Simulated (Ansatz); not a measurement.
**CH7BFGeN: geometry optimisation**

Aim: relax CH7BFGeN from a cheap starting geometry.

Program: Ansatz 0.2.0, Gaussian basis. Level of theory: RKS PBE0-D4/def2-TZVP. These are calculated values, not measurements.

The runs, in order: relaxation at PBE-D4/def2-SVP; relaxation at PBE0-D4/def2-TZVP.

1 further run of the same task is left out (set aside as unsound or not needed).

## (1) The starting structure

SMILES `[BH2][GeH2][CH](N)F`, 12 atoms, charge 0, spin multiplicity 1.

Atoms are counted from 1 here; the program's logs count them from 0.

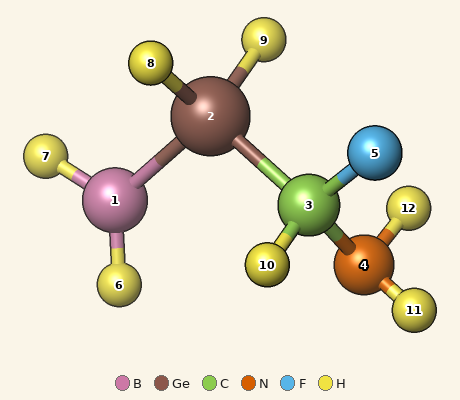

The starting geometry (boron pink, germanium brown, carbon green, nitrogen orange, fluorine blue, hydrogen yellow); atoms are numbered from 1 in the order of the file.

Coordinates:

```xyz
12

B    -0.19430    1.61770    1.35910
Ge   -0.84970    0.65260   -0.29490
C     0.50410   -0.60620   -0.84340
N     0.84700   -1.55660    0.23830
F     0.13930   -1.27360   -1.99730
H     0.81220    1.44820    1.82400
H    -0.91870    2.48220    1.83370
H    -1.06270    1.67530   -1.45450
H    -2.14930   -0.09740    0.06490
H     1.47300   -0.04230   -1.01380
H     1.53800   -2.19990   -0.04000
H    -0.06180   -2.15510    0.35800
```

The start is a force-field geometry with small random shifts, so a cheaper pass at PBE-D4/def2-SVP comes first.

## (2) Geometry optimisation, PBE-D4/def2-SVP (cheap first pass)

Contents of in.yaml:

```yaml
crystal:
  periodic: [false, false, false]
  atoms:
    - {symbol: B, position_ang: [-0.194300, 1.617700, 1.359100]}
    - {symbol: Ge, position_ang: [-0.849700, 0.652600, -0.294900]}
    - {symbol: C, position_ang: [0.504100, -0.606200, -0.843400]}
    - {symbol: N, position_ang: [0.847000, -1.556600, 0.238300]}
    - {symbol: F, position_ang: [0.139300, -1.273600, -1.997300]}
    - {symbol: H, position_ang: [0.812200, 1.448200, 1.824000]}
    - {symbol: H, position_ang: [-0.918700, 2.482200, 1.833700]}
    - {symbol: H, position_ang: [-1.062700, 1.675300, -1.454500]}
    - {symbol: H, position_ang: [-2.149300, -0.097400, 0.064900]}
    - {symbol: H, position_ang: [1.473000, -0.042300, -1.013800]}
    - {symbol: H, position_ang: [1.538000, -2.199900, -0.040000]}
    - {symbol: H, position_ang: [-0.061800, -2.155100, 0.358000]}
basis:
  gaussian: {orbitals: def2-SVP}
hamiltonian: {xc: pbe, dispersion: d4}
relax: {f_tol: 0.03, max_steps: 200}
```

Command:

```
$ ansatz run in.yaml --threads 4 --pin off --events-out ev --progress --plain --max-ram 10444MiB
```

The log of the run (excerpt; [...] marks lines left out):

```text
Functional definition: PBE
  name "PBE"
  cite "Perdew, Burke & Ernzerhof, Phys. Rev. Lett. 77, 3865 (1996) doi:10.1103/PhysRevLett.77.3865"
  parent pbe
[...]
1389 factors; their error is unknown
[...]
mean field -62523.09343782 eV, -2297.6813041649 hartree, gradient 3.1e-5 eV, S^2 0.000000; 0 other end points of the search recorded, 0 dependent functions left out
[...]
reference -62523.09347652 eV, -2297.6813055872 hartree; 33, 33 occupied and 90, 90 virtual orbitals, 1389 factors
relax step   1: F+E_penalty+E_count = -62523.32394156 eV  Δ(F+E_penalty+E_count) = +0.000e0 eV  max|allowed force component| = 4.357e0 eV/Å  Δτ_max = 0.0000 Å  (30 SCF iters, accepted)
[...]
relax step  11: F+E_penalty+E_count = -62523.78386784 eV  Δ(F+E_penalty+E_count) = +3.566e-3 eV  max|allowed force component| = 2.548e-1 eV/Å  Δτ_max = 0.1127 Å  (28 SCF iters, rejected (line search))
[...]
relax step  21: F+E_penalty+E_count = -62523.79811837 eV  Δ(F+E_penalty+E_count) = -1.210e-3 eV  max|allowed force component| = 9.014e-2 eV/Å  Δτ_max = 0.0975 Å  (29 SCF iters, accepted)
[...]
relax step  31: F+E_penalty+E_count = -62523.84785340 eV  Δ(F+E_penalty+E_count) = -1.421e-2 eV  max|allowed force component| = 1.423e-1 eV/Å  Δτ_max = 0.1464 Å  (29 SCF iters, accepted)
[...]
1389 factors; their error is unknown
[...]
mean field -62524.49118033 eV, -2297.7326702549 hartree, gradient 2.5e-5 eV, S^2 0.000000; 1 other end points of the search recorded, 0 dependent functions left out
[...]
reference -62524.49121775 eV, -2297.7326716300 hartree; 33, 33 occupied and 90, 90 virtual orbitals, 1389 factors
Total energy: -62524.74356544 eV, -2297.7419452365 hartree
Atom 0 at     0.108010     0.667409     1.179939 Å, force    -0.007361    -0.003690    -0.003935 eV/Å
Atom 1 at    -1.042163     0.904107    -0.575479 Å, force     0.003805     0.004770    -0.003644 eV/Å
Atom 2 at     0.375021    -0.531812    -0.924656 Å, force     0.003246     0.000073     0.001380 eV/Å
Atom 3 at     0.539527    -0.803255     0.545272 Å, force     0.004170     0.000016    -0.000378 eV/Å
Atom 4 at     0.198459    -1.711915    -1.611507 Å, force     0.001124    -0.000346    -0.001516 eV/Å
Atom 5 at     1.092409     1.394466     1.156887 Å, force     0.000146    -0.002360    -0.001459 eV/Å
Atom 6 at    -0.429803     0.526943     2.266501 Å, force     0.000291     0.002548     0.002806 eV/Å
Atom 7 at    -0.945197     2.027714    -1.645095 Å, force    -0.002336     0.000881     0.000349 eV/Å
Atom 8 at    -2.434265     0.218296    -0.737272 Å, force     0.002786    -0.001377     0.003349 eV/Å
Atom 9 at     1.322510    -0.057550    -1.263433 Å, force    -0.006228     0.000026     0.001620 eV/Å
Atom 10 at     1.459924    -1.186921     0.820348 Å, force    -0.000347    -0.003749     0.002066 eV/Å
Atom 11 at    -0.167332    -1.502582     0.822596 Å, force     0.000705     0.003208    -0.000638 eV/Å
Dipole moment:     0.358236    -0.519304     0.049426 e Å
```

Run time: 65 s. Hardware: 4 threads of Arm Neoverse V2, shared host.

Step by step: (not every step is listed) (the energy doesn't fall at every step)

```tsv
step	energy from step 1 (eV)	largest force component (eV/Å)
1	0.0000	4.3571
2	-0.3615	1.2211
3	-0.4214	0.6413
4	-0.4258	0.4912
5	-0.4571	0.0900
6	-0.4568	0.2601
7	-0.4604	0.0522
8	-0.4623	0.0324
9	-0.4630	0.0315
11	-0.4599	0.2548
13	-0.4662	0.0907
15	-0.4676	0.1330
17	-0.4714	0.0929
19	-0.4544	0.3567
21	-0.4742	0.0901
23	-0.4761	0.0451
25	-0.4811	0.0699
27	-0.4876	0.4344
29	-0.4996	0.2502
31	-0.5239	0.1423
33	-0.5980	0.3788
35	-0.8784	0.7115
37	-1.2036	0.9928
38	-1.3535	1.1585
39	-1.3441	0.5740
40	-1.4176	0.0823
41	-1.4193	0.0418
42	-1.4196	0.0074
```

The force was under the threshold of 0.03 eV/Å already at step 12, but the program went on to step 42.

Distances of close pairs at the start and the end, largest changes first:

```tsv
bond	before (Å)	after (Å)	change (Å)
B1–N4	3.524	1.659	-1.865
Ge2–C3	1.928	2.047	+0.119
B1–H6	1.122	1.224	+0.102
B1–Ge2	2.024	2.112	+0.088
N4–H12	1.095	1.032	-0.062
N4–H11	0.984	1.034	+0.050
C3–N4	1.480	1.504	+0.024
C3–H10	1.134	1.112	-0.022
```

## (3) Geometry optimisation, PBE0-D4/def2-TZVP

Contents of in.yaml:

```yaml
crystal:
  periodic: [false, false, false]
  atoms:
    - {symbol: B, position_ang: [0.108010, 0.667409, 1.179939]}
    - {symbol: Ge, position_ang: [-1.042163, 0.904107, -0.575479]}
    - {symbol: C, position_ang: [0.375021, -0.531812, -0.924656]}
    - {symbol: N, position_ang: [0.539527, -0.803255, 0.545272]}
    - {symbol: F, position_ang: [0.198459, -1.711915, -1.611507]}
    - {symbol: H, position_ang: [1.092409, 1.394466, 1.156887]}
    - {symbol: H, position_ang: [-0.429803, 0.526943, 2.266501]}
    - {symbol: H, position_ang: [-0.945197, 2.027714, -1.645095]}
    - {symbol: H, position_ang: [-2.434265, 0.218296, -0.737272]}
    - {symbol: H, position_ang: [1.322510, -0.057550, -1.263433]}
    - {symbol: H, position_ang: [1.459924, -1.186921, 0.820348]}
    - {symbol: H, position_ang: [-0.167332, -1.502582, 0.822596]}
basis:
  gaussian: {orbitals: def2-TZVP}
hamiltonian: {xc: pbe0, dispersion: d4}
relax: {f_tol: 0.005, max_steps: 150}
```

The command is unchanged.

The log of the run:

```text
Functional definition: PBE0
  name "PBE0"
  cite "Adamo & Barone, J. Chem. Phys. 110, 6158 (1999) doi:10.1063/1.478522"
  cite "Perdew, Burke & Ernzerhof, Phys. Rev. Lett. 77, 3865 (1996) doi:10.1103/PhysRevLett.77.3865"
  parent pbe
  parameter a = 0.25
  parameter kappa = 0.804
  parameter beta = 0.06672455060314922
  exchange = (1 - a)*pbe_x(kappa = kappa, mu = beta*pi^2/3) + a*exact_x
  correlation = pbe_c(beta = beta)
1369 factors; their error is unknown
mean field evaluation 1: about -62534.7088 eV, gradient 5.2e1 eV
mean field evaluation 2: about -62530.5657 eV, gradient 6.7e1 eV
mean field evaluation 4: about -62540.2845 eV, gradient 3.6e0 eV
mean field evaluation 8: about -62540.3066 eV, gradient 4.1e-2 eV
mean field evaluation 16: about -62540.5776 eV, gradient 6.8e-5 eV
mean field -62540.57764105 eV, -2298.3238367824 hartree, gradient 2.9e-5 eV, S^2 0.000000; 0 other end points of the search recorded, 0 dependent functions left out
the calculation of the forces begins
reference -62540.57767445 eV, -2298.3238380100 hartree; 33, 33 occupied and 181, 181 virtual orbitals, 1369 factors
relax step   1: F+E_penalty+E_count = -62540.78933379 eV  Δ(F+E_penalty+E_count) = +0.000e0 eV  max|allowed force component| = 5.476e-1 eV/Å  Δτ_max = 0.0000 Å  (28 SCF iters, accepted)
these checks for a lower state are left out or cut short: starts, cluster_reference, orbital_swaps, neighbouring_geometries, increment
1369 factors; their error is unknown
mean field -62540.61329761 eV, -2298.3251471371 hartree, gradient 7.8e-6 eV, S^2 0.000000; 0 other end points of the search recorded, 0 dependent functions left out
the calculation of the forces begins
reference -62540.61333085 eV, -2298.3251483586 hartree; 33, 33 occupied and 181, 181 virtual orbitals, 1369 factors
relax step   2: F+E_penalty+E_count = -62540.82525879 eV  Δ(F+E_penalty+E_count) = -3.593e-2 eV  max|allowed force component| = 1.861e-1 eV/Å  Δτ_max = 0.0217 Å  (33 SCF iters, accepted)
these checks for a lower state are left out or cut short: starts, cluster_reference, orbital_swaps, neighbouring_geometries, increment
1369 factors; their error is unknown
mean field evaluation 32: about -62540.6168 eV, gradient 7.7e-6 eV
mean field -62540.61684843 eV, -2298.3252776270 hartree, gradient 7.7e-6 eV, S^2 0.000000; 0 other end points of the search recorded, 0 dependent functions left out
the calculation of the forces begins
reference -62540.61688159 eV, -2298.3252788459 hartree; 33, 33 occupied and 181, 181 virtual orbitals, 1369 factors
relax step   3: F+E_penalty+E_count = -62540.82888655 eV  Δ(F+E_penalty+E_count) = -3.628e-3 eV  max|allowed force component| = 6.271e-2 eV/Å  Δτ_max = 0.0135 Å  (33 SCF iters, accepted)
these checks for a lower state are left out or cut short: starts, cluster_reference, orbital_swaps, neighbouring_geometries, increment
1369 factors; their error is unknown
mean field -62540.61712826 eV, -2298.3252879109 hartree, gradient 7.7e-6 eV, S^2 0.000000; 0 other end points of the search recorded, 0 dependent functions left out
the calculation of the forces begins
reference -62540.61716143 eV, -2298.3252891298 hartree; 33, 33 occupied and 181, 181 virtual orbitals, 1369 factors
relax step   4: F+E_penalty+E_count = -62540.82919039 eV  Δ(F+E_penalty+E_count) = -3.038e-4 eV  max|allowed force component| = 2.175e-2 eV/Å  Δτ_max = 0.0070 Å  (33 SCF iters, accepted)
these checks for a lower state are left out or cut short: starts, cluster_reference, orbital_swaps, neighbouring_geometries, increment
1369 factors; their error is unknown
mean field -62540.61719709 eV, -2298.3252904401 hartree, gradient 7.7e-6 eV, S^2 0.000000; 0 other end points of the search recorded, 0 dependent functions left out
the calculation of the forces begins
reference -62540.61723026 eV, -2298.3252916590 hartree; 33, 33 occupied and 181, 181 virtual orbitals, 1369 factors
relax step   5: F+E_penalty+E_count = -62540.82925290 eV  Δ(F+E_penalty+E_count) = -6.250e-5 eV  max|allowed force component| = 1.651e-2 eV/Å  Δτ_max = 0.0016 Å  (34 SCF iters, accepted)
these checks for a lower state are left out or cut short: starts, cluster_reference, orbital_swaps, neighbouring_geometries, increment
1369 factors; their error is unknown
mean field -62540.61722408 eV, -2298.3252914320 hartree, gradient 7.7e-6 eV, S^2 0.000000; 0 other end points of the search recorded, 0 dependent functions left out
the calculation of the forces begins
reference -62540.61725725 eV, -2298.3252926509 hartree; 33, 33 occupied and 181, 181 virtual orbitals, 1369 factors
relax step   6: F+E_penalty+E_count = -62540.82928198 eV  Δ(F+E_penalty+E_count) = -2.908e-5 eV  max|allowed force component| = 4.109e-3 eV/Å  Δτ_max = 0.0024 Å  (33 SCF iters, accepted)
1369 factors; their error is unknown
mean field evaluation 64: about -62540.3249 eV, gradient 3.6e0 eV
mean field -62540.61722408 eV, -2298.3252914320 hartree, gradient 7.7e-6 eV, S^2 0.000000; 1 other end points of the search recorded, 0 dependent functions left out
the calculation of the forces begins
reference -62540.61725725 eV, -2298.3252926509 hartree; 33, 33 occupied and 181, 181 virtual orbitals, 1369 factors
Total energy: -62540.82931515 eV, -2298.3330856349 hartree
Atom 0 at     0.105666     0.667430     1.170142 Å, force    -0.000050     0.003798     0.001015 eV/Å
Atom 1 at    -1.031568     0.895909    -0.579251 Å, force     0.000660    -0.000962     0.000212 eV/Å
Atom 2 at     0.377464    -0.523306    -0.911328 Å, force    -0.000400    -0.000132    -0.001061 eV/Å
Atom 3 at     0.529205    -0.801507     0.540264 Å, force     0.003016    -0.004109     0.000055 eV/Å
Atom 4 at     0.210328    -1.699132    -1.598826 Å, force     0.001278     0.002338    -0.000709 eV/Å
Atom 5 at     1.084132     1.369063     1.148386 Å, force    -0.000269    -0.002302     0.000054 eV/Å
Atom 6 at    -0.419857     0.528677     2.240694 Å, force    -0.000166     0.000725    -0.001741 eV/Å
Atom 7 at    -0.947747     2.017124    -1.629765 Å, force    -0.000543    -0.000794     0.000390 eV/Å
Atom 8 at    -2.410953     0.213810    -0.719873 Å, force    -0.000151    -0.000399     0.000580 eV/Å
Atom 9 at     1.311806    -0.063998    -1.244695 Å, force    -0.001250    -0.000804     0.001524 eV/Å
Atom 10 at     1.439553    -1.172000     0.805832 Å, force    -0.002785    -0.000071    -0.000479 eV/Å
Atom 11 at    -0.170929    -1.487169     0.812521 Å, force     0.000661     0.002712     0.000161 eV/Å
Dipole moment:     0.328237    -0.443527     0.070605 e Å
```

Wall time 31 s (4 threads of Arm Neoverse V2, shared host); peak memory 0.63 GiB.

Along the way:

```tsv
step	energy from step 1 (eV)	largest force component (eV/Å)
1	0.0000	0.5476
2	-0.0359	0.1861
3	-0.0396	0.0627
4	-0.0399	0.0217
5	-0.0399	0.0165
6	-0.0399	0.0041
```

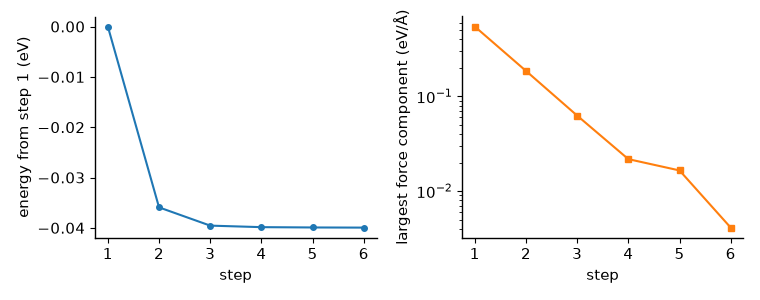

Energy and force, step by step.

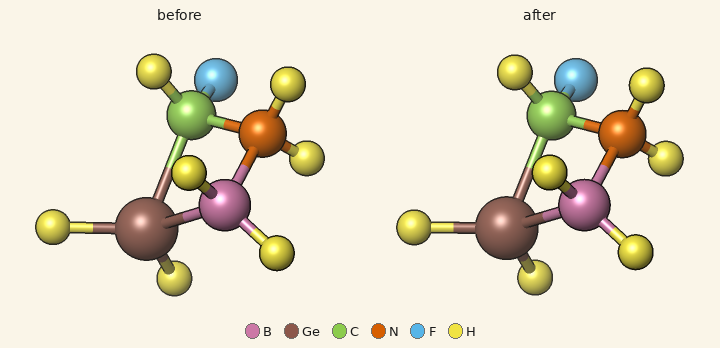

The geometry before (left) and after (right).

Close pairs (by a distance rule), those that changed most:

```tsv
bond	before (Å)	after (Å)	change (Å)
Ge2–C3	2.047	2.027	-0.020
B1–H7	1.220	1.201	-0.020
B1–H6	1.224	1.204	-0.020
C3–H10	1.112	1.093	-0.019
C3–N4	1.504	1.486	-0.018
N4–H11	1.034	1.018	-0.016
Ge2–H8	1.554	1.539	-0.016
N4–H12	1.032	1.017	-0.015
```

Mulliken charges of the relaxed molecule (report file):

```tsv
atom	value (e)
B1	-0.29
Ge2	0.08
C3	-0.03
N4	-0.18
F5	-0.21
H6	0.00
H7	0.00
H8	0.00
H9	-0.02
H10	0.13
H11	0.25
H12	0.26
```

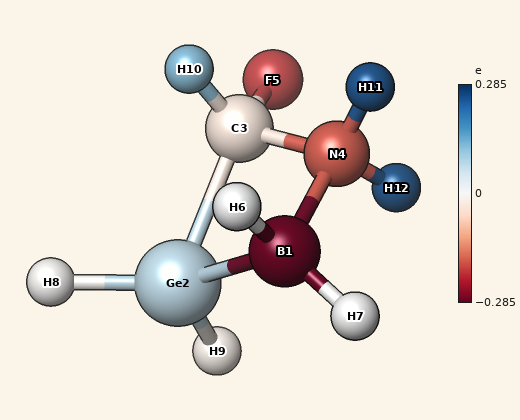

Mulliken charges of the relaxed molecule (report file), as colours on the atoms.

## (4) Results

| quantity | value |
| --- | --- |
| point group | C1 |
| steps | 42 + 6 |
| shift from the start (rms) | 0.937 Å |
| total energy | -62540.8293 eV |
| dispersion term | -212 meV |
| dipole moment | 2.67 D |

In words: The atoms moved 0.94 Å (rms) from the start; the bond that changed most is B1–N4, from 3.524 to 1.653 Å. The bonds at the end are not those of the start, so the run found another structure. No vibrations were run, so it is not proven to be a minimum. The largest Mulliken charge, -0.29 e, sits on B1.
